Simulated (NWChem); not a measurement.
Energy and gradient calculation of SiH₂Cl₂ (part 3 of 4)

SiH₂Cl₂, SMILES Cl[SiH2]Cl; B3LYP/6-31G*, RKS (NWChem 7.3.0). The geometry comes from this level: PBE0-D4/def2-TZVP.

Geometry of the input (Å):
```
Cl -1.0361  -0.3934  1.6093
Si 0.1368  -0.0717  -0.0289
Cl -0.7992  1.1968  -1.3240
H  0.3520  -1.3622  -0.7112
H  1.3965  0.5566  0.4134
```

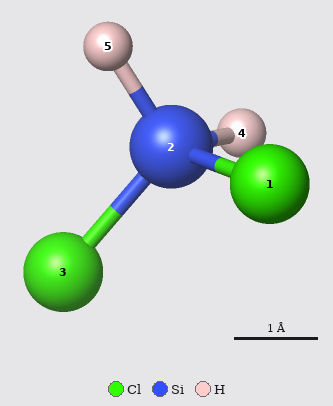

Fig. 1: The input geometry (ball-and-stick view, seen at a tilt; atoms are numbered from 1 in the order of the input).

**Log, continued**
```
 Vector   36  Occ=0.000000D+00  E= 4.136854D-01
              MO Center= -9.6D-01,  4.2D-01,  1.5D-01, r^2= 5.0D+00
   Bfn.  Coefficient  Atom+Function         Bfn.  Coefficient  Atom+Function
  ----- ------------  ---------------      ----- ------------  ---------------
    47     -0.723034  3 Cl px                11     -0.716013  1 Cl px
    43      0.679657  3 Cl px                 7      0.669626  1 Cl px
    12      0.346598  1 Cl py                28     -0.344933  2 Si s
     8     -0.336598  1 Cl py                10      0.305389  1 Cl s
    46      0.305214  3 Cl s                 48      0.299528  3 Cl py

 Vector   37  Occ=0.000000D+00  E= 4.280490D-01
              MO Center= -5.6D-01,  2.4D-01,  8.4D-02, r^2= 4.2D+00
   Bfn.  Coefficient  Atom+Function         Bfn.  Coefficient  Atom+Function
  ----- ------------  ---------------      ----- ------------  ---------------
     8      0.549782  1 Cl py                44     -0.549848  3 Cl py
    12     -0.524514  1 Cl py                48      0.524568  3 Cl py
    34     -0.351387  2 Si d  0               9      0.322207  1 Cl pz
    45     -0.322241  3 Cl pz                13     -0.307390  1 Cl pz
    49      0.307419  3 Cl pz                 7      0.299270  1 Cl px

 Vector   38  Occ=0.000000D+00  E= 4.890646D-01
              MO Center= -7.9D-01,  3.5D-01,  1.2D-01, r^2= 5.8D+00
   Bfn.  Coefficient  Atom+Function         Bfn.  Coefficient  Atom+Function
  ----- ------------  ---------------      ----- ------------  ---------------
    12      0.779543  1 Cl py                48      0.780001  3 Cl py
     8     -0.584880  1 Cl py                44     -0.585198  3 Cl py
    30     -0.466601  2 Si py                13      0.456938  1 Cl pz
    49      0.457086  3 Cl pz                11      0.424384  1 Cl px
    47      0.424618  3 Cl px                 9     -0.342844  1 Cl pz

 Vector   39  Occ=0.000000D+00  E= 5.019039D-01
              MO Center= -2.7D-01,  1.1D-01,  3.5D-02, r^2= 3.8D+00
   Bfn.  Coefficient  Atom+Function         Bfn.  Coefficient  Atom+Function
  ----- ------------  ---------------      ----- ------------  ---------------
    34      0.452548  2 Si d  0              32      0.373399  2 Si d -2
    36     -0.372220  2 Si d  2              49      0.373578  3 Cl pz
    45     -0.338088  3 Cl pz                47     -0.336269  3 Cl px
    12      0.313374  1 Cl py                 9      0.296050  1 Cl pz
    10     -0.286402  1 Cl s                 46     -0.285776  3 Cl s

 Vector   40  Occ=0.000000D+00  E= 5.077179D-01
              MO Center= -4.8D-01,  2.1D-01,  7.3D-02, r^2= 3.8D+00
   Bfn.  Coefficient  Atom+Function         Bfn.  Coefficient  Atom+Function
  ----- ------------  ---------------      ----- ------------  ---------------
    34     -0.507684  2 Si d  0              12      0.488419  1 Cl py
    48     -0.487728  3 Cl py                 8     -0.347240  1 Cl py
    44      0.346700  3 Cl py                33     -0.341212  2 Si d -1
    13      0.286280  1 Cl pz                49     -0.285870  3 Cl pz
    11      0.265866  1 Cl px                47     -0.265470  3 Cl px

 Vector   41  Occ=0.000000D+00  E= 5.103002D-01
              MO Center= -1.2D+00,  5.1D-01,  1.8D-01, r^2= 5.1D+00
   Bfn.  Coefficient  Atom+Function         Bfn.  Coefficient  Atom+Function
  ----- ------------  ---------------      ----- ------------  ---------------
    47      0.704168  3 Cl px                49     -0.652946  3 Cl pz
    43     -0.623797  3 Cl px                11     -0.616643  1 Cl px
    12      0.592745  1 Cl py                 7      0.566388  1 Cl px
     8     -0.460974  1 Cl py                45      0.453490  3 Cl pz
    13     -0.438688  1 Cl pz                10      0.342706  1 Cl s

 Vector   42  Occ=0.000000D+00  E= 5.584904D-01
              MO Center= -1.1D-01,  3.8D-02,  1.1D-02, r^2= 5.3D+00
   Bfn.  Coefficient  Atom+Function         Bfn.  Coefficient  Atom+Function
  ----- ------------  ---------------      ----- ------------  ---------------
    10      2.050644  1 Cl s                 46     -2.051096  3 Cl s
    31     -1.415570  2 Si pz                 6     -1.093980  1 Cl s
    42      1.094145  3 Cl s                 30      0.767495  2 Si py
    11      0.737596  1 Cl px                47     -0.694000  3 Cl px
    48      0.467604  3 Cl py                13     -0.386164  1 Cl pz

 Vector   43  Occ=0.000000D+00  E= 6.201185D-01
              MO Center= -3.1D-01,  1.3D-01,  4.4D-02, r^2= 4.3D+00
   Bfn.  Coefficient  Atom+Function         Bfn.  Coefficient  Atom+Function
  ----- ------------  ---------------      ----- ------------  ---------------
    10      1.925173  1 Cl s                 46      1.925017  3 Cl s
    28     -1.880331  2 Si s                 29      1.293817  2 Si px
     6     -0.866472  1 Cl s                 42     -0.866363  3 Cl s
    30     -0.580960  2 Si py                13     -0.514505  1 Cl pz
    49      0.504489  3 Cl pz                24      0.498029  2 Si s

 Vector   44  Occ=0.000000D+00  E= 6.543977D-01
              MO Center=  1.3D-01, -6.7D-02, -2.7D-02, r^2= 4.1D+00
   Bfn.  Coefficient  Atom+Function         Bfn.  Coefficient  Atom+Function
  ----- ------------  ---------------      ----- ------------  ---------------
    56      1.574842  4 H  s                 58     -1.575188  5 H  s
    30      1.459883  2 Si py                31      0.855665  2 Si pz
    29      0.794839  2 Si px                36      0.611711  2 Si d  2
    12     -0.541971  1 Cl py                48     -0.541994  3 Cl py
    32      0.465431  2 Si d -2              13     -0.317622  1 Cl pz

 Vector   45  Occ=0.000000D+00  E= 6.879158D-01
              MO Center= -1.4D-01,  5.2D-02,  1.7D-02, r^2= 4.3D+00
   Bfn.  Coefficient  Atom+Function         Bfn.  Coefficient  Atom+Function
  ----- ------------  ---------------      ----- ------------  ---------------
    28      4.032935  2 Si s                 10     -2.278741  1 Cl s
    46     -2.277446  3 Cl s                 56     -1.323751  4 H  s
    58     -1.323376  5 H  s                  6      1.138989  1 Cl s
    42      1.137680  3 Cl s                 13      0.848541  1 Cl pz
    11     -0.690906  1 Cl px                48      0.686505  3 Cl py

 Vector   46  Occ=0.000000D+00  E= 7.022986D-01
              MO Center= -5.1D-01,  2.2D-01,  7.6D-02, r^2= 3.5D+00
   Bfn.  Coefficient  Atom+Function         Bfn.  Coefficient  Atom+Function
  ----- ------------  ---------------      ----- ------------  ---------------
    46     -0.714627  3 Cl s                 10      0.709389  1 Cl s
    13     -0.700435  1 Cl pz                 6     -0.615113  1 Cl s
    42      0.617734  3 Cl s                 49     -0.602086  3 Cl pz
     9      0.591637  1 Cl pz                45      0.509677  3 Cl pz
    48      0.492057  3 Cl py                35      0.480850  2 Si d  1

 Vector   47  Occ=0.000000D+00  E= 8.480202D-01
              MO Center= -8.8D-01,  3.9D-01,  1.3D-01, r^2= 3.5D+00
   Bfn.  Coefficient  Atom+Function         Bfn.  Coefficient  Atom+Function
  ----- ------------  ---------------      ----- ------------  ---------------
    18      0.537227  1 Cl d  2              50      0.409039  3 Cl d -2
    51     -0.357650  3 Cl d -1              52     -0.341468  3 Cl d  0
    17     -0.335707  1 Cl d  1              54      0.269630  3 Cl d  2
    14      0.205439  1 Cl d -2              16      0.206271  1 Cl d  0
    56     -0.169428  4 H  s                 58      0.169400  5 H  s

 Vector   48  Occ=0.000000D+00  E= 8.520041D-01
              MO Center= -9.2D-01,  4.0D-01,  1.5D-01, r^2= 3.5D+00
   Bfn.  Coefficient  Atom+Function         Bfn.  Coefficient  Atom+Function
  ----- ------------  ---------------      ----- ------------  ---------------
    18      0.529053  1 Cl d  2              50     -0.400182  3 Cl d -2
    52      0.391023  3 Cl d  0              51      0.378604  3 Cl d -1
    17     -0.345729  1 Cl d  1              16      0.270215  1 Cl d  0
    54     -0.203232  3 Cl d  2              14      0.156258  1 Cl d -2
    15      0.065456  1 Cl d -1              48      0.025070  3 Cl py

 Vector   49  Occ=0.000000D+00  E= 8.557541D-01
              MO Center= -8.4D-01,  3.7D-01,  1.2D-01, r^2= 3.6D+00
   Bfn.  Coefficient  Atom+Function         Bfn.  Coefficient  Atom+Function
  ----- ------------  ---------------      ----- ------------  ---------------
    28      1.068803  2 Si s                 10     -0.502221  1 Cl s
    14     -0.503704  1 Cl d -2              46     -0.501706  3 Cl s
    56     -0.434728  4 H  s                 58     -0.434710  5 H  s
    53      0.427716  3 Cl d  1              15     -0.416129  1 Cl d -1
    54      0.343673  3 Cl d  2              50     -0.297915  3 Cl d -2

 Vector   50  Occ=0.000000D+00  E= 8.580574D-01
              MO Center= -9.1D-01,  4.0D-01,  1.5D-01, r^2= 3.5D+00
   Bfn.  Coefficient  Atom+Function         Bfn.  Coefficient  Atom+Function
  ----- ------------  ---------------      ----- ------------  ---------------
    15      0.492946  1 Cl d -1              53      0.494236  3 Cl d  1
    14      0.471885  1 Cl d -2              54      0.294979  3 Cl d  2
    51     -0.277809  3 Cl d -1              52      0.220747  3 Cl d  0
    50     -0.170631  3 Cl d -2              49      0.161577  3 Cl pz
    13      0.154806  1 Cl pz                46      0.126160  3 Cl s

 Vector   51  Occ=0.000000D+00  E= 8.710570D-01
              MO Center= -8.5D-01,  3.7D-01,  1.3D-01, r^2= 3.7D+00
   Bfn.  Coefficient  Atom+Function         Bfn.  Coefficient  Atom+Function
  ----- ------------  ---------------      ----- ------------  ---------------
    50      0.428361  3 Cl d -2              52      0.425018  3 Cl d  0
    18      0.389165  1 Cl d  2              10      0.337440  1 Cl s
    46     -0.337664  3 Cl s                 16     -0.335558  1 Cl d  0
    54     -0.286132  3 Cl d  2              11      0.268906  1 Cl px
    14     -0.267672  1 Cl d -2              47     -0.264610  3 Cl px

 Vector   52  Occ=0.000000D+00  E= 9.158085D-01
              MO Center= -7.8D-01,  3.4D-01,  1.2D-01, r^2= 3.8D+00
   Bfn.  Coefficient  Atom+Function         Bfn.  Coefficient  Atom+Function
  ----- ------------  ---------------      ----- ------------  ---------------
    54     -0.467409  3 Cl d  2              16      0.424989  1 Cl d  0
    15      0.375127  1 Cl d -1              14     -0.354794  1 Cl d -2
    52     -0.330793  3 Cl d  0              53      0.326215  3 Cl d  1
    55      0.255397  4 H  s                 57     -0.255523  5 H  s
    30      0.253755  2 Si py                12     -0.242621  1 Cl py

 Vector   53  Occ=0.000000D+00  E= 9.420712D-01
              MO Center= -7.1D-01,  3.1D-01,  1.1D-01, r^2= 3.3D+00
   Bfn.  Coefficient  Atom+Function         Bfn.  Coefficient  Atom+Function
  ----- ------------  ---------------      ----- ------------  ---------------
    54      0.473433  3 Cl d  2              16      0.384864  1 Cl d  0
    14     -0.358742  1 Cl d -2              34      0.359084  2 Si d  0
    15      0.356709  1 Cl d -1              53     -0.318546  3 Cl d  1
    52      0.282383  3 Cl d  0              33      0.241317  2 Si d -1
    35     -0.175832  2 Si d  1              36      0.176298  2 Si d  2

 Vector   54  Occ=0.000000D+00  E= 9.760604D-01
              MO Center= -1.1D-01,  3.8D-02,  1.1D-02, r^2= 4.2D+00
   Bfn.  Coefficient  Atom+Function         Bfn.  Coefficient  Atom+Function
  ----- ------------  ---------------      ----- ------------  ---------------
    28      1.327638  2 Si s                 56     -0.998454  4 H  s
    58     -0.998469  5 H  s                 55      0.659965  4 H  s
    57      0.659961  5 H  s                 24     -0.542652  2 Si s
    17      0.374375  1 Cl d  1              53     -0.304638  3 Cl d  1
    50     -0.302446  3 Cl d -2              52     -0.255559  3 Cl d  0

 Vector   55  Occ=0.000000D+00  E= 1.003136D+00
              MO Center= -4.2D-01,  1.8D-01,  6.1D-02, r^2= 3.8D+00
   Bfn.  Coefficient  Atom+Function         Bfn.  Coefficient  Atom+Function
  ----- ------------  ---------------      ----- ------------  ---------------
    56      0.662032  4 H  s                 58      0.661984  5 H  s
    10     -0.541887  1 Cl s                 46     -0.541912  3 Cl s
    29     -0.525980  2 Si px                55     -0.443421  4 H  s
    57     -0.443351  5 H  s                 16     -0.398862  1 Cl d  0
    52     -0.372342  3 Cl d  0              13      0.356656  1 Cl pz

 Vector   56  Occ=0.000000D+00  E= 1.137641D+00
              MO Center=  6.2D-01, -2.9D-01, -1.1D-01, r^2= 2.6D+00
   Bfn.  Coefficient  Atom+Function         Bfn.  Coefficient  Atom+Function
  ----- ------------  ---------------      ----- ------------  ---------------
    56      1.094366  4 H  s                 58     -1.094380  5 H  s
    55     -0.953852  4 H  s                 57      0.953870  5 H  s
    30      0.691933  2 Si py                36     -0.421316  2 Si d  2
    31      0.405540  2 Si pz                29      0.376691  2 Si px
    32     -0.320472  2 Si d -2              26     -0.232853  2 Si py

 Vector   57  Occ=0.000000D+00  E= 1.282121D+00
              MO Center= -2.5D-01,  1.0D-01,  3.8D-02, r^2= 3.7D+00
   Bfn.  Coefficient  Atom+Function         Bfn.  Coefficient  Atom+Function
  ----- ------------  ---------------      ----- ------------  ---------------
    28      2.781282  2 Si s                 10     -1.696657  1 Cl s
    46     -1.693339  3 Cl s                 56     -0.955645  4 H  s
    58     -0.955592  5 H  s                 13      0.679906  1 Cl pz
     6      0.613685  1 Cl s                 42      0.612281  3 Cl s
    25     -0.555540  2 Si px                33     -0.555789  2 Si d -1

 Vector   58  Occ=0.000000D+00  E= 1.298066D+00
              MO Center= -6.5D-01,  2.8D-01,  9.5D-02, r^2= 3.1D+00
   Bfn.  Coefficient  Atom+Function         Bfn.  Coefficient  Atom+Function
  ----- ------------  ---------------      ----- ------------  ---------------
    46     -1.028721  3 Cl s                 10      1.022957  1 Cl s
    27     -0.726382  2 Si pz                35     -0.622031  2 Si d  1
    17      0.544826  1 Cl d  1              13     -0.498918  1 Cl pz
    51      0.476794  3 Cl d -1               6     -0.404164  1 Cl s
    42      0.406181  3 Cl s                 26      0.394328  2 Si py

     ---------------------------------------------
      Total Density - Mulliken Population Analysis
     ---------------------------------------------

    Atom       Charge   Shell Charges
 -----------   ------   -------------------------------------------------------
    1 Cl  17    17.22   2.00  2.00  5.97  1.41  3.65  0.54  1.63  0.02
    2 Si  14    13.50   2.00  2.00  5.96  1.04  1.83  0.17  0.24  0.26
    3 Cl  17    17.22   2.00  2.00  5.97  1.41  3.65  0.54  1.63  0.02
    4 H    1     1.04   0.51  0.52
    5 H    1     1.04   0.51  0.52

     -------------------------------------------
      Total Density - Lowdin Population Analysis
     -------------------------------------------

    Atom       Charge   Shell Charges
 -----------   ------   -------------------------------------------------------
    1 Cl  17    17.14   2.00  1.99  5.91  1.17  3.38  0.65  2.02  0.02
    2 Si  14    13.66   2.00  1.98  5.88  0.70  1.63  0.36  0.77  0.34
    3 Cl  17    17.14   2.00  1.99  5.91  1.17  3.38  0.65  2.02  0.02
    4 H    1     1.03   0.50  0.53
    5 H    1     1.03   0.50  0.53

 center of mass
 --------------
 x =  -1.10794221 y =   0.47798274 z =   0.16769686

 moments of inertia (a.u.)
 ------------------
         725.689002652147          15.529417044242          56.732652673641
          15.529417044242         642.505130203278         280.420942692796
          56.732652673641         280.420942692796         284.148129315955

     Multipole analysis of the density
     ---------------------------------

     L   x y z        total         alpha         beta         nuclear
     -   - - -        -----         -----         ----         -------
     0   0 0 0     -0.000000    -25.000000    -25.000000     50.000000

     1   1 0 0      0.554950     26.295600     26.295600    -52.036251
     1   0 1 0     -0.249076    -11.319653    -11.319653     22.390229
     1   0 0 1     -0.090364     -3.964190     -3.964190      7.838016

     2   2 0 0    -29.483782    -70.886023    -70.886023    112.288264
     2   1 1 0      0.107578     16.428005     16.428005    -32.748432
     2   1 0 1      0.206135     18.111431     18.111431    -36.016728
     2   0 2 0    -29.631972    -66.985592    -66.985592    104.339212
     2   0 1 1      0.926778     65.585936     65.585936   -130.245093
     2   0 0 2    -30.805554   -148.454170   -148.454170    266.102786
```
